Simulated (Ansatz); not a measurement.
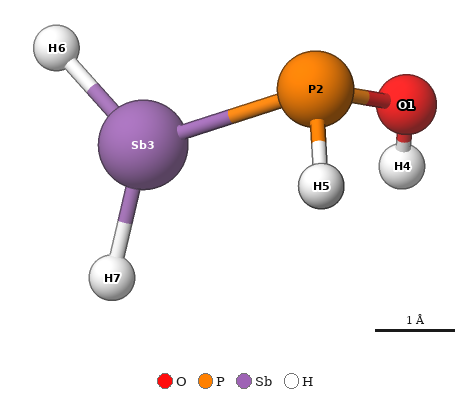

Figure 1. The structure (ball-and-stick view, seen at a tilt; atoms are numbered from 1 in the order of the input). Sticks mark near contacts.

## What a change does: single-point calculation on SbPH$_{4}$O

System: SbPH$_{4}$O, SMILES O[PH][SbH2].
Method of run 1: RKS BHLYP-D4/def2-TZVP (Ansatz 0.2.0).

Text and figures count atoms from 1; the logs count them from 0 in places.

## Input file, run 1
```yaml
crystal:
  periodic: [false, false, false]
  atoms:
    - { symbol: O, position_ang: [-0.510392, 0.47379, -2.091091] }
    - { symbol: P, position_ang: [0.892627, 1.239665, -1.755905] }
    - { symbol: Sb, position_ang: [1.395372, 0.657815, 0.729031] }
    - { symbol: H, position_ang: [-0.596765, -0.411786, -1.751268] }
    - { symbol: H, position_ang: [1.838754, 0.286567, -2.205284] }
    - { symbol: H, position_ang: [1.084972, 1.860328, 1.9701] }
    - { symbol: H, position_ang: [2.040406, -0.918026, 1.187906] }
basis:
  gaussian: { orbitals: def2-TZVP }
hamiltonian:
  xc: { name: BHLYP }
  dispersion: d4
output:
  forces: true
```

Launched with:
```bash
ansatz run input.yaml --threads 1 --pin off --max-ram 2560MiB --backend cpu --events-out ev --progress --plain --runs-dir out
```

Hardware: 1 thread of Arm Neoverse V1, 24 GiB of memory available, shared host.

## Output (run 1)
```
Engine: ansatz 0.2.0, aarch64-unknown-linux-gnu
Functional definition: BHLYP
  parameter a = 0.5
  exchange = (1 - a)*b88_x + a*exact_x
  correlation = lyp_c
1140 factors; their error is unknown
mean field evaluation 1: about -17931.6916 eV, gradient 4.3e1 eV
mean field evaluation 2: about -17929.0657 eV, gradient 5.7e1 eV
mean field evaluation 4: about -17934.6909 eV, gradient 1.3e0 eV
mean field evaluation 8: about -17935.0705 eV, gradient 2.5e-1 eV
mean field evaluation 16: about -17935.0706 eV, gradient 1.5e-4 eV
mean field -17935.07062012 eV, -659.1016884620 hartree, gradient 4.4e-5 eV, S^2 0.000000; 0 other end points of the search recorded, 0 dependent functions left out
the calculation of the forces begins
reference -17935.07079678 eV, -659.1016949542 hartree; 25, 25 occupied and 117, 117 virtual orbitals, 1140 factors
Total energy: -17935.29148445 eV, -659.1098050764 hartree
Atom 0 at    -0.510392     0.473790    -2.091091 Å, force     0.515708     0.331678     0.032768 eV/Å
Atom 1 at     0.892627     1.239665    -1.755905 Å, force    -0.280393    -0.415061     1.045804 eV/Å
Atom 2 at     1.395372     0.657815     0.729031 Å, force     0.049965    -0.010978    -0.199858 eV/Å
Atom 3 at    -0.596765    -0.411786    -1.751268 Å, force    -0.017451    -0.072180    -0.013073 eV/Å
Atom 4 at     1.838754     0.286567    -2.205284 Å, force    -0.086612    -0.072340     0.164552 eV/Å
Atom 5 at     1.084972     1.860328     1.970100 Å, force     0.310055    -1.148588    -0.892709 eV/Å
Atom 6 at     2.040406    -0.918026     1.187906 Å, force    -0.491272     1.387470    -0.137484 eV/Å
Dipole moment:     0.048648    -0.290636    -0.089528 e Å
```

The input of run 2 differs as follows (lines with − go, lines with + come):
```diff
-    - { symbol: O, position_ang: [-0.510392, 0.47379, -2.091091] }
-    - { symbol: P, position_ang: [0.892627, 1.239665, -1.755905] }
+    - { symbol: O, position_ang: [-0.537257, 0.504882, -2.223878] }
+    - { symbol: P, position_ang: [0.865762, 1.270757, -1.888693] }
-    - { symbol: H, position_ang: [-0.596765, -0.411786, -1.751268] }
-    - { symbol: H, position_ang: [1.838754, 0.286567, -2.205284] }
-    - { symbol: H, position_ang: [1.084972, 1.860328, 1.9701] }
-    - { symbol: H, position_ang: [2.040406, -0.918026, 1.187906] }
+    - { symbol: H, position_ang: [-0.62363, -0.380694, -1.884056] }
+    - { symbol: H, position_ang: [1.811889, 0.317659, -2.338072] }
+    - { symbol: H, position_ang: [1.060398, 1.955529, 2.068354] }
+    - { symbol: H, position_ang: [2.091248, -1.042236, 1.224075] }
```

What does this change do to the results?

With the same method and basis, run 2 lies 17.9 kcal/mol higher. The largest force goes from 1.487 to 2.486 eV/Å.

## Output (run 2)
```
Engine: ansatz 0.2.0, aarch64-unknown-linux-gnu
Functional definition: BHLYP
  parameter a = 0.5
  exchange = (1 - a)*b88_x + a*exact_x
  correlation = lyp_c
1140 factors; their error is unknown
mean field evaluation 1: about -17930.9998 eV, gradient 4.2e1 eV
mean field evaluation 2: about -17928.2350 eV, gradient 5.8e1 eV
mean field evaluation 4: about -17933.9142 eV, gradient 1.6e0 eV
mean field evaluation 8: about -17933.9208 eV, gradient 7.5e-2 eV
mean field evaluation 16: about -17934.2989 eV, gradient 5.9e-3 eV
mean field -17934.29892413 eV, -659.0733291573 hartree, gradient 3.0e-5 eV, S^2 0.000000; 0 other end points of the search recorded, 0 dependent functions left out
the calculation of the forces begins
reference -17934.29910443 eV, -659.0733357831 hartree; 25, 25 occupied and 117, 117 virtual orbitals, 1140 factors
Total energy: -17934.51371365 eV, -659.0812225265 hartree
Atom 0 at    -0.537257     0.504882    -2.223878 Å, force     0.750862     0.463637     0.186258 eV/Å
Atom 1 at     0.865762     1.270757    -1.888693 Å, force    -0.370286    -0.513360     1.365869 eV/Å
Atom 2 at     1.395372     0.657815     0.729031 Å, force     0.062008    -0.117128     0.278503 eV/Å
Atom 3 at    -0.623630    -0.380694    -1.884056 Å, force    -0.018310    -0.136661    -0.030948 eV/Å
Atom 4 at     1.811889     0.317659    -2.338072 Å, force    -0.087290    -0.121308     0.208909 eV/Å
Atom 5 at     1.060398     1.955529     2.068354 Å, force     0.501470    -1.829785    -1.606233 eV/Å
Atom 6 at     2.091248    -1.042236     1.224075 Å, force    -0.838454     2.254606    -0.402357 eV/Å
Dipole moment:     0.009947    -0.261554    -0.253796 e Å
```

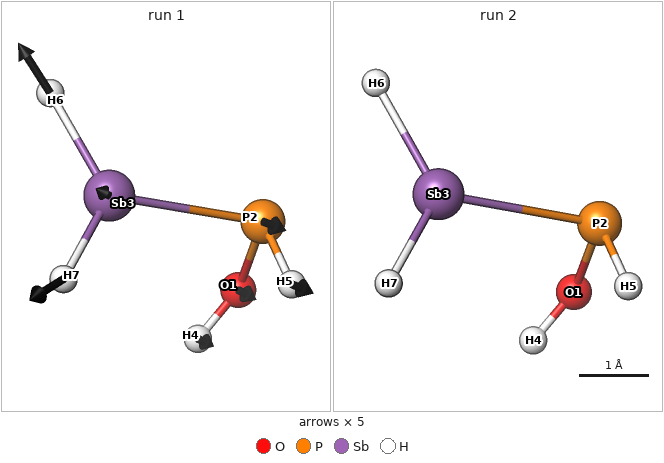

Figure 2. The two input geometries at one scale (ball-and-stick view, seen at a tilt). The black arrows on the first give the shifts of the atoms after the best rigid fit, magnified 5 times. The largest moves after the best rigid fit, 0.18 Å, are those of H6 and H7. Largest moves by element: H 0.18 Å, P 0.09 Å, O 0.07 Å, Sb 0.06 Å. Among the contacts that change: Sb3–H7 1.763 → 1.902 Å, P2–Sb3 2.601 → 2.740 Å, Sb3–H6 1.756 → 1.895 Å.

## The two runs side by side

```tsv
quantity	run 1	run 2
outcome	converged	converged
total energy (hartree)	−659.109805	−659.081223
largest force (eV/Å)	1.487	2.486
basis functions	142	142
wall time (shared host)	6.1 s	6.3 s
```
